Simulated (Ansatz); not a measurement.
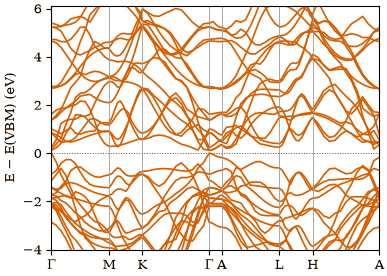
Figure. Band structure from PBE+D3(BJ) in the plane-wave PAW code Ansatz

Question: Read off the gap and where the band edges lie.

Answer: About 0.1 eV (0.13 eV by a search for the band edges); maximum at Γ, minimum on the K–Γ line, 84 % of the way from K.

The material is Ge₂Sb₂Te₅ in space group P-3m1 (No. 164; Pearson symbol hP9).

The cell was relaxed with PBE+D3(BJ) under the symmetry of its start. Spin–orbit coupling is left out wherever it is not named.

Potentials: the earlier of the program's two PAW sets.
